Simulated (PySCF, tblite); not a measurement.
# C5H12Si2: geometry, infrared bands and NMR shifts

What infrared bands and NMR shifts should C5H12Si2 (`[SiH3]C[SiH]1CC=CC1`) show?

The runs use tblite 0.8.0 and PySCF 2.14.0, with density-fitted response routines of our own; the level of theory stands in each step. All values are computed, except where a source is named. Atoms count from 0, in the outputs and in this text.

## 1. The starting structure

19 atoms, charge 0, multiplicity 1; geometry from: force field or distance geometry start.

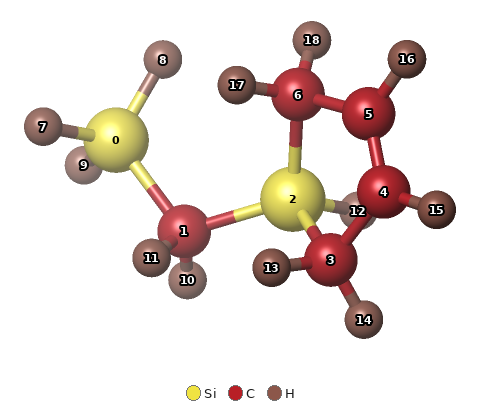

As it starts; silicon yellow, carbon red, hydrogen brown, atoms numbered.

## 2. Relaxing the molecule with GFN2-xTB

The job: settings as JSON, then the geometry in Å.

```
{"job": {"kind": "relax", "xc": "GFN2-xTB", "basis": "xTB"}, "charge": 0, "multiplicity": 1}
Si     2.808900    -0.371400     0.033200
C      1.519500     0.940800    -0.338400
Si    -0.106900     0.257000    -0.835000
C     -1.548300     1.275100    -0.109800
C     -2.518600     0.181400     0.082900
C     -2.075400    -1.015800     0.177400
C     -0.620100    -1.256400     0.117700
H      3.186600    -0.311800     1.455500
H      2.376300    -1.727400    -0.285700
H      3.969600    -0.060100    -0.790100
H      1.911800     1.589100    -1.134000
H      1.371100     1.521400     0.600700
H     -0.343700     0.177000    -2.252200
H     -1.174800     1.593800     0.881700
H     -1.852700     2.083600    -0.781900
H     -3.619300     0.416200     0.127900
H     -2.765500    -1.890400     0.320200
H     -0.177200    -1.201600     1.134500
H     -0.351000    -2.191400    -0.396800
```

On the command line:

```bash
$ OMP_NUM_THREADS=1 python probes_run.py task.json out
```

The driver reads the jobs from task.json and runs them one after another.

Output:

```text
step      E/eV     max force
  0    -550.02797    3.939
  1    -550.17436    3.195
  2    -550.29561    0.650
  3    -550.34349    0.679
  4    -550.40298    1.094
  5    -550.43530    0.521
  6    -550.44674    0.299
  7    -550.45795    0.358
  8    -550.46877    0.505
  9    -550.47926    0.398
 10    -550.48775    0.251
 11    -550.49423    0.198
 12    -550.49969    0.271
 13    -550.50503    0.211
 14    -550.51026    0.177
 15    -550.51522    0.151
 16    -550.51981    0.202
 17    -550.52444    0.199
 18    -550.52882    0.163
 19    -550.53202    0.107
 20    -550.53418    0.121
 21    -550.53612    0.119
 22    -550.53838    0.118
 23    -550.54102    0.125
 24    -550.54368    0.127
 25    -550.54608    0.128
 26    -550.54838    0.101
 27    -550.55065    0.101
 28    -550.55247    0.086
 29    -550.55372    0.092
 30    -550.55475    0.089
 31    -550.55586    0.087
 32    -550.55697    0.085
 33    -550.55790    0.077
 34    -550.55863    0.060
 35    -550.55933    0.069
 36    -550.56008    0.082
 37    -550.56084    0.067
 38    -550.56154    0.058
 39    -550.56224    0.062
 40    -550.56310    0.082
 41    -550.56429    0.092
 42    -550.56595    0.096
 43    -550.56822    0.124
 44    -550.57121    0.172
 45    -550.57483    0.189
 46    -550.57866    0.159
 47    -550.58226    0.120
 48    -550.58558    0.122
 49    -550.58846    0.131
 50    -550.58946    0.222
 51    -550.59184    0.106
 52    -550.59378    0.099
 53    -550.59574    0.096
 54    -550.59897    0.127
 55    -550.60056    0.139
 56    -550.60248    0.106
 57    -550.60418    0.078
 58    -550.60517    0.082
 59    -550.60614    0.095
 60    -550.60693    0.061
 61    -550.60761    0.072
 62    -550.60797    0.053
 63    -550.60836    0.038
 64    -550.60861    0.037
 65    -550.60885    0.033
 66    -550.60909    0.035
 67    -550.60935    0.035
 68    -550.60958    0.036
 69    -550.60981    0.034
 70    -550.61007    0.043
 71    -550.61035    0.053
 72    -550.61063    0.038
 73    -550.61089    0.038
 74    -550.61113    0.040
 75    -550.61139    0.048
 76    -550.61174    0.053
 77    -550.61202    0.039
 78    -550.61223    0.030
 79    -550.61242    0.043
 80    -550.61263    0.035
 81    -550.61289    0.039
 82    -550.61310    0.026
 83    -550.61330    0.030
 84    -550.61357    0.035
 85    -550.61388    0.039
 86    -550.61420    0.045
 87    -550.61456    0.040
 88    -550.61499    0.051
 89    -550.61553    0.057
 90    -550.61621    0.066
 91    -550.61714    0.086
 92    -550.61810    0.115
 93    -550.61947    0.113
 94    -550.62103    0.069
 95    -550.62267    0.066
 96    -550.62370    0.063
 97    -550.62476    0.053
 98    -550.62541    0.048
 99    -550.62576    0.065
100    -550.62621    0.048
101    -550.62668    0.039
102    -550.62774    0.053
103    -550.62848    0.064
104    -550.62904    0.041
105    -550.62952    0.042
106    -550.62989    0.046
107    -550.63032    0.049
108    -550.63086    0.071
109    -550.63152    0.063
110    -550.63241    0.059
111    -550.63391    0.055
112    -550.63449    0.055
113    -550.63561    0.085
114    -550.63651    0.086
115    -550.63768    0.096
116    -550.63914    0.112
117    -550.64070    0.119
118    -550.64227    0.098
119    -550.64382    0.067
120    -550.64491    0.049
121    -550.64531    0.049
122    -550.64586    0.059
123    -550.64641    0.064
124    -550.64720    0.083
125    -550.64794    0.056
126    -550.64851    0.050
127    -550.64891    0.052
128    -550.64921    0.045
129    -550.64950    0.047
130    -550.64981    0.045
131    -550.65006    0.041
132    -550.65025    0.041
133    -550.65043    0.035
134    -550.65058    0.025
135    -550.65070    0.021
136    -550.65078    0.019
137    -550.65084    0.019
138    -550.65091    0.019
139    -550.65097    0.015
140    -550.65102    0.013
141    -550.65106    0.013
142    -550.65110    0.017
143    -550.65115    0.013
144    -550.65120    0.017
145    -550.65125    0.021
146    -550.65131    0.018
147    -550.65138    0.023
148    -550.65147    0.021
149    -550.65155    0.020
150    -550.65164    0.017
151    -550.65170    0.016
152    -550.65175    0.021
153    -550.65180    0.019
154    -550.65185    0.016
155    -550.65191    0.022
156    -550.65197    0.024
157    -550.65203    0.031
158    -550.65212    0.030
159    -550.65223    0.024
160    -550.65231    0.022
161    -550.65238    0.024
162    -550.65248    0.026
163    -550.65260    0.029
164    -550.65272    0.023
165    -550.65281    0.018
166    -550.65288    0.023
167    -550.65295    0.018
168    -550.65302    0.018
169    -550.65309    0.014
170    -550.65314    0.012
171    -550.65318    0.011
172    -550.65321    0.015
173    -550.65324    0.010
174    -550.65328    0.014
175    -550.65331    0.015
176    -550.65335    0.013
177    -550.65339    0.015
178    -550.65346    0.020
179    -550.65354    0.022
180    -550.65362    0.018
181    -550.65369    0.022
182    -550.65376    0.024
183    -550.65383    0.024
184    -550.65393    0.026
185    -550.65406    0.027
186    -550.65422    0.030
187    -550.65437    0.035
188    -550.65450    0.028
189    -550.65460    0.022
190    -550.65469    0.017
191    -550.65476    0.014
192    -550.65480    0.015
193    -550.65484    0.012
194    -550.65487    0.017
195    -550.65492    0.017
196    -550.65497    0.014
197    -550.65502    0.016
198    -550.65506    0.016
199    -550.65510    0.016
200    -550.65514    0.017
201    -550.65518    0.015
202    -550.65520    0.011
203    -550.65522    0.014
204    -550.65524    0.016
205    -550.65526    0.012
206    -550.65528    0.007
```

It took 1.6 s on 1 thread of Arm Neoverse V1, shared host; peak memory 0.18 GiB.

Relaxation path: (not every step is listed)

```csv
step,energy from step 0 (eV),largest force (eV/Å)
0,0.0000,3.9389
1,-0.1464,3.1949
2,-0.2676,0.6501
3,-0.3155,0.6794
4,-0.3750,1.0941
5,-0.4073,0.5209
6,-0.4188,0.2994
7,-0.4300,0.3581
8,-0.4408,0.5046
27,-0.5227,0.1010
46,-0.5507,0.1589
65,-0.5809,0.0331
84,-0.5856,0.0353
103,-0.6005,0.0637
122,-0.6179,0.0585
141,-0.6231,0.0131
160,-0.6243,0.0220
179,-0.6256,0.0225
198,-0.6271,0.0157
201,-0.6272,0.0153
202,-0.6272,0.0110
203,-0.6273,0.0141
204,-0.6273,0.0163
205,-0.6273,0.0122
206,-0.6273,0.0066
```

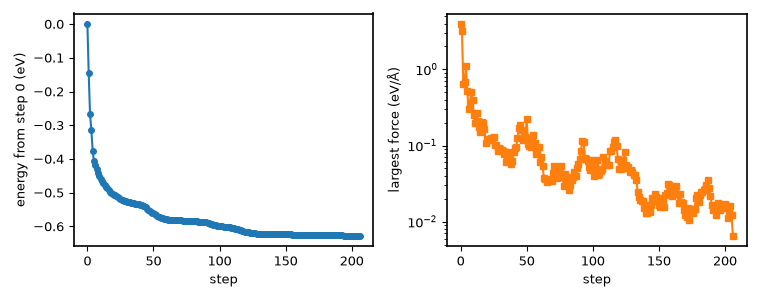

Energy and force, step by step.

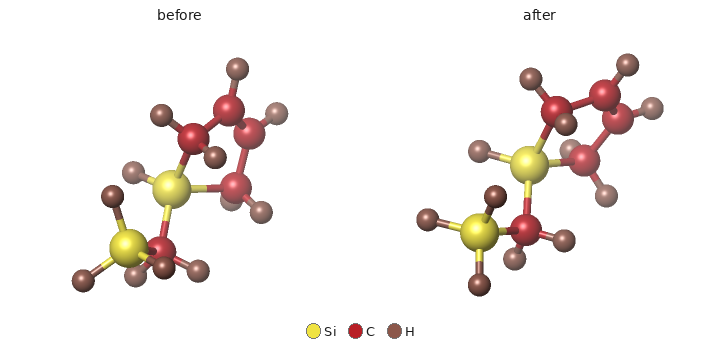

The geometry before (left) and after (right).

Close pairs (by a distance rule), those that changed most:

```csv
bond,before (Å),after (Å),change (Å)
C1–Si2,1.833,1.900,+0.067
Si2–C6,1.860,1.908,+0.048
C4–H15,1.126,1.081,-0.045
C5–H16,1.123,1.081,-0.042
C4–C5,1.280,1.321,+0.041
Si2–H12,1.439,1.473,+0.034
C3–C4,1.475,1.499,+0.024
C1–H11,1.114,1.090,-0.024
```

The end geometry stands in the next job.

## 3. Vibrational analysis with GFN2-xTB

The job: settings as JSON, then the geometry in Å.

```
{"job": {"kind": "ir", "xc": "GFN2-xTB", "basis": "xTB"}, "charge": 0, "multiplicity": 1}
Si     3.008973    -0.304541    -0.148947
C      1.512645     0.861800    -0.112553
Si    -0.085754     0.136332    -0.839021
C     -1.629333     1.219272    -0.523215
C     -2.520229     0.349006     0.311398
C     -2.113821    -0.865845     0.635167
C     -0.772946    -1.337990     0.158817
H      2.741604    -1.496866     0.658194
H      3.289178    -0.700983    -1.529538
H      4.180938     0.385028     0.402106
H      1.762721     1.767868    -0.663285
H      1.331436     1.173130     0.916690
H      0.078768    -0.181516    -2.267456
H     -1.416219     2.148686     0.008621
H     -2.148280     1.506337    -1.438847
H     -3.475784     0.743986     0.628150
H     -2.712952    -1.536687     1.235603
H     -0.150795    -1.613354     1.012577
H     -0.889952    -2.244410    -0.436760
```

Output:

```text
mode    cm-1     km/mol
  1      40.7      0.34
  2      53.5      0.30
  3      97.5      0.24
  4     113.8      0.13
  5     187.6      1.48
  6     200.1      1.78
  7     347.7      0.02
  8     412.2     14.96
  9     491.2     19.84
 10     518.1     33.64
 11     590.4     39.91
 12     608.7     61.49
 13     642.7      7.82
 14     663.1     43.22
 15     694.7    135.98
 16     712.8     98.79
 17     742.8     37.44
 18     751.4     27.29
 19     785.8    156.96
 20     791.4    242.06
 21     797.6    313.16
 22     812.6    230.66
 23     818.4     69.73
 24     848.8    144.99
 25     903.3      0.00
 26     982.9      2.47
 27    1018.9      1.74
 28    1023.6      9.82
 29    1090.3      0.06
 30    1112.6     16.20
 31    1134.0     97.80
 32    1136.5     29.45
 33    1234.1      0.78
 34    1249.8     24.83
 35    1320.1     13.68
 36    1450.6      0.32
 37    1466.3      0.63
 38    1469.2      6.85
 39    1720.0     25.13
 40    2185.9    278.62
 41    2229.6    401.27
 42    2251.3    315.19
 43    2261.8    301.19
 44    2952.7     44.25
 45    2953.9     41.06
 46    2973.2     40.19
 47    2980.1     28.95
 48    2980.5     23.63
 49    2987.4     37.74
 50    3048.9     31.51
 51    3065.8    126.47
```

Run time: 0.8 s. Hardware: 1 thread of Arm Neoverse V1, shared host; peak memory 0.18 GiB.

The strongest bands and the atoms that carry them (share of the mass-weighted mode):

```csv
cm⁻¹,km/mol,atoms
786,157.0,"H8 47 %, H7 39 %"
791,242.1,"H9 48 %, H8 30 %, H7 10 %"
798,313.2,"H9 36 %, H7 35 %, Si0 11 %"
813,230.7,"C3 17 %, C6 14 %, Si2 13 %"
2186,278.6,H12 96 %
2230,401.3,H9 94 %
2251,315.2,H7 92 %
2262,301.2,H8 94 %
```

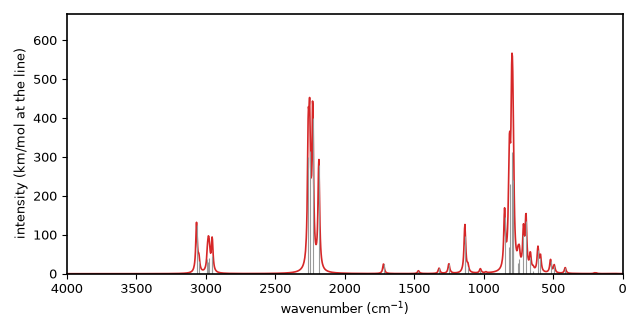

The infrared spectrum from these modes, unscaled. Lines are broadened to a width of 14 cm⁻¹ (Lorentzian).

## 4. NMR shieldings: PBE0/pcSseg-1

Settings changed since step 3:

```diff
@@ -1,2 +1,2 @@
-{"job": {"kind": "ir", "xc": "GFN2-xTB", "basis": "xTB"}, "charge": 0, "multiplicity": 1}
+{"job": {"kind": "nmr", "xc": "PBE0", "basis": "pcSseg-1"}, "charge": 0, "multiplicity": 1}
 Si     3.008973    -0.304541    -0.148947
```

Level: GIAO PBE0/pcSseg-1 NMR shielding, non-relativistic, gas phase.

Output:

```text
coarse grid: 16120 points
cycle   1  E = -776.0933415302  dE =  5.698e-01  |g| = 5.008e-01  |ddm| = 3.887e+00
cycle   2  E = -776.0715584631  dE =  2.178e-02  |g| = 5.745e-01  |ddm| = 9.379e-01
cycle   3  E = -776.1590726799  dE = -8.751e-02  |g| = 3.815e-02  |ddm| = 5.580e-01
cycle   4  E = -776.1594412837  dE = -3.686e-04  |g| = 1.151e-02  |ddm| = 6.258e-02
cycle   5  E = -776.1594731061  dE = -3.182e-05  |g| = 3.624e-03  |ddm| = 1.890e-02
cycle   6  E = -776.1594762188  dE = -3.113e-06  |g| = 1.170e-03  |ddm| = 4.818e-03
final grid: 144360 points
cycle   7  E = -776.1997752973  dE = -2.810e-05  |g| = 7.848e-03  |ddm| = 2.644e-02
cycle   8  E = -776.1997666177  dE =  8.680e-06  |g| = 9.746e-03  |ddm| = 1.579e-02
cycle   9  E = -776.1997915819  dE = -2.496e-05  |g| = 8.562e-04  |ddm| = 8.979e-03
cycle  10  E = -776.1997917330  dE = -1.511e-07  |g| = 3.601e-04  |ddm| = 9.745e-04
cycle  11  E = -776.1997917661  dE = -3.307e-08  |g| = 4.683e-05  |ddm| = 3.355e-04
cycle  12  E = -776.1997917666  dE = -5.011e-10  |g| = 1.613e-05  |ddm| = 6.823e-05
converged SCF energy = -776.1997917666

GIAO shielding tensors (ppm)
atom      isotropic    diamagn.    paramagn.     s11        s22        s33       span
  0 Si     425.813     879.012    -453.200    402.851    405.966    468.621     65.770
  1 C      195.836     258.242     -62.405    188.669    198.167    200.673     12.004
  2 Si     354.086     881.287    -527.201    308.556    375.389    378.312     69.756
  3 C      164.906     254.575     -89.669    152.026    157.520    185.173     33.147
  4 C       48.557     255.432    -206.875    -60.618     65.959    140.331    200.948
  5 C       48.646     255.099    -206.453    -60.059     65.980    140.017    200.076
  6 C      167.560     254.116     -86.556    154.645    159.238    188.797     34.152
  7 H       27.818      29.008      -1.189     23.729     27.265     32.461      8.731
  8 H       27.818      28.449      -0.631     24.348     26.065     33.040      8.692
  9 H       27.580      27.833      -0.253     23.830     25.147     33.764      9.934
 10 H       31.759      31.150       0.609     25.941     29.578     39.757     13.817
 11 H       31.932      33.635      -1.703     26.719     30.239     38.838     12.119
 12 H       27.031      30.328      -3.297     23.762     25.149     32.183      8.421
 13 H       30.174      32.149      -1.975     25.786     28.586     36.152     10.366
 14 H       29.876      30.436      -0.560     25.423     27.443     36.760     11.337
 15 H       25.620      29.950      -4.330     23.235     26.241     27.385      4.150
 16 H       25.621      30.203      -4.583     23.180     26.440     27.242      4.062
 17 H       30.152      33.186      -3.034     25.202     29.214     36.041     10.839
 18 H       29.968      31.150      -1.183     25.320     27.819     36.764     11.444
```

Wall time 34 s (1 thread of Arm Neoverse V1, shared host); peak memory 0.86 GiB.

The references, computed at this level on geometries of the same kind, shield at (ppm): ¹H TMS 31.72, ¹³C TMS 186.9, ²⁹Si TMS 349.2. Their shielding less the atom's gives the shift. The references are single molecules in the gas phase. Atoms listed in one row are averaged.

```csv
atoms,environment,σ (ppm),δ (ppm),δ scaled to CDCl3
"C4, C5",alkene CH,48.6,138.3,133.1
"C3, C6",allylic sp3 CH2 bonded to Si,166.2,20.7,18.3
C1,sp3 CH2 bonded to 2 Si,195.8,-8.9,-10.6
"H15, H16",hydrogen on an alkene CH,25.62,6.10,5.85
H12,"hydrogen on a silicon bonded to 3 C, in a 5-membered ring",27.03,4.69,–
"H7, H8, H9",hydrogen on a silicon bonded to C,27.74,3.98,–
"H14, H18",hydrogen on an allylic sp3 CH2 bonded to Si,29.92,1.80,1.80
"H13, H17",hydrogen on an allylic sp3 CH2 bonded to Si,30.16,1.55,1.57
"H10, H11",hydrogen on an sp3 CH2 bonded to 2 Si,31.85,-0.13,-0.02
Si2,"silicon bonded to 3 C, H, in a 5-membered ring",354.1,-4.9,–
Si0,"silicon bonded to C, 3 H",425.8,-76.7,–
```

The scaled column applies a straight-line fit of computed shieldings to shifts measured in CDCl3 (root-mean-square error 0.16 ppm for H, 1.9 ppm for C).

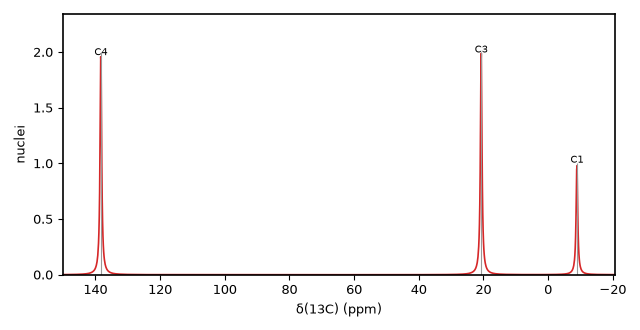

¹³C lines at the computed shifts, without couplings. Lines are broadened to a width of 0.59 ppm (Lorentzian).

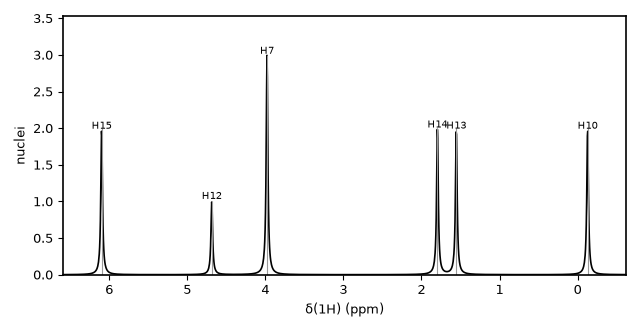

¹H lines at the computed shifts, without couplings. Lines are broadened to a width of 0.02 ppm (Lorentzian).

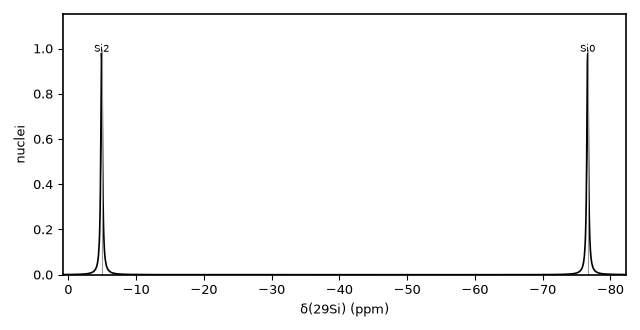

²⁹Si lines at the computed shifts, without couplings. Lines are broadened to a width of 0.29 ppm (Lorentzian).

Charges from the same density, by scheme (e):

```csv
atoms,Mulliken,IAO,Hirshfeld,ESP fit
Si0,0.49,0.61,0.31,0.45
C1,-0.86,-0.82,-0.25,-0.55
Si2,0.90,0.90,0.38,0.44
"C3, C6",-0.51,-0.55,-0.17,-0.16
"C4, C5",-0.16,-0.15,-0.06,-0.19
```

Mulliken charges:

Si0 0.49; C1 -0.86; Si2 0.90; C3 -0.51; C4 -0.16; C5 -0.16; C6 -0.52; H7 -0.08; H8 -0.08; H9 -0.08; H10 0.17; H11 0.17; H12 -0.06; H13 0.15; H14 0.15; H15 0.09; H16 0.09; H17 0.15; H18 0.15

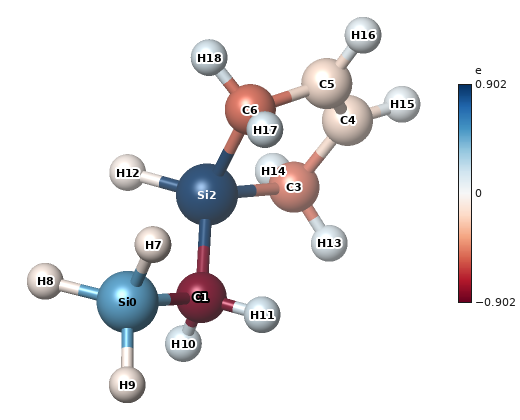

Mulliken charges, as colours on the atoms.

Mayer bond orders: Si0–C1 0.93, C1–Si2 0.93, Si2–C3 0.89, C3–C4 1.04, C4–C5 1.91, C5–C6 1.05, C6–Si2 0.89.

Ring of atoms Si2, C3, C4, C5, C6: NICS(0) -1.9, NICS(1) -2.8, NICS(1)zz -1.7 ppm (means of both faces).

## 5. Summary of results

```
                                                               quantity                                    value
                              strongest single infrared mode (GFN2-xTB)                    2230 cm⁻¹, 401 km/mol
                                           zero-point energy (GFN2-xTB)                            91.4 kcal/mol
¹³C shifts against TMS (PBE0/pcSseg-1, means over atoms taken as alike)                    138.3, 20.7, -8.9 ppm
 ¹H shifts against TMS (PBE0/pcSseg-1, means over atoms taken as alike)  6.10, 4.69, 3.98, 1.80, 1.55, -0.13 ppm
                                ²⁹Si shifts against TMS (PBE0/pcSseg-1)                          -4.9, -76.7 ppm
```

In words: Relaxing lowered the energy by 0.627 eV in 206 steps; the close pair that moved most is C1–Si2, from 1.833 to 1.900 Å. All 51 modes are real, so the xTB geometry is a minimum. The strongest single mode, at 2230 cm⁻¹, moves mainly H9. Unscaled tight-binding wavenumbers are off by several per cent, some by more. Its intensities can rank the bands wrongly. C4, C5 (mean) (alkene CH) lies farthest downfield among carbon, at 138.3 ppm; an sp2 carbon of a C=C bond. The most deshielded hydrogen is H15, H16 (mean) (hydrogen on an alkene CH), at 6.10 ppm: olefinic region. At PBE0/pcSseg-1: The largest span, 201 ppm, is at C4, C5, where the paramagnetic term is -207 ppm.
